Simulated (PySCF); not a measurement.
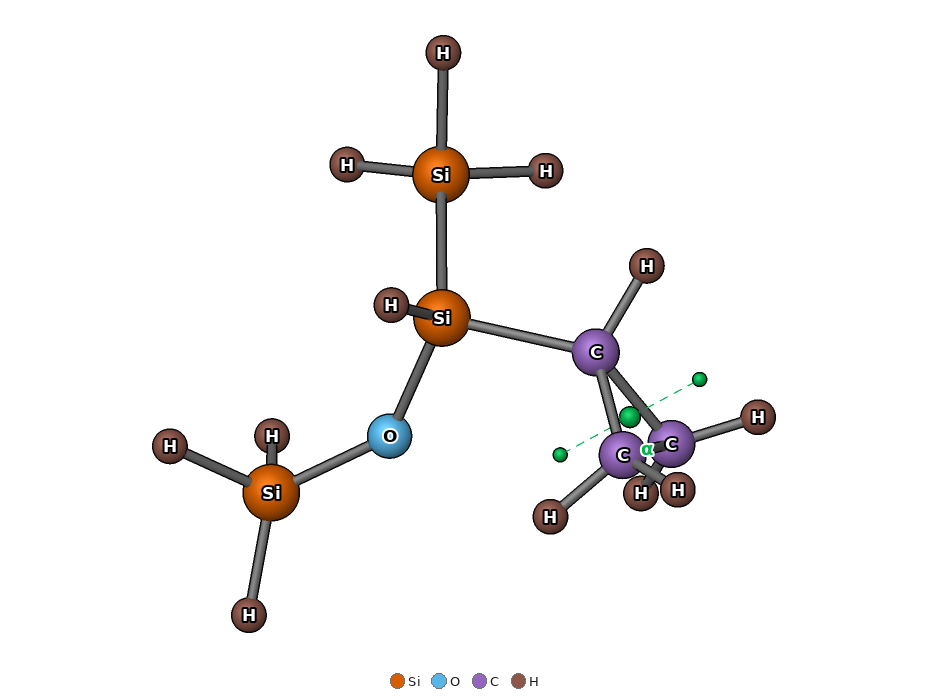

The small points mark where nucleus-independent chemical shifts (NICS) were computed: at the centre of each lettered ring and 1 Å above and below it. Geometry: a frame of a GFN2-xTB molecular-dynamics simulation, not a minimum. Method: GIAO PBE0/pcSseg-1 NMR shielding, non-relativistic, gas phase (PySCF 2.14.0).

Give NICS(0), NICS(1) and the out-of-plane component NICS(1)zz for each ring (means of the two sides).

```tsv
ring	members	NICS(0)	NICS(1)	NICS(1)zz
α	C3	−44.6	−8.3	−23.8
```

Values in ppm.
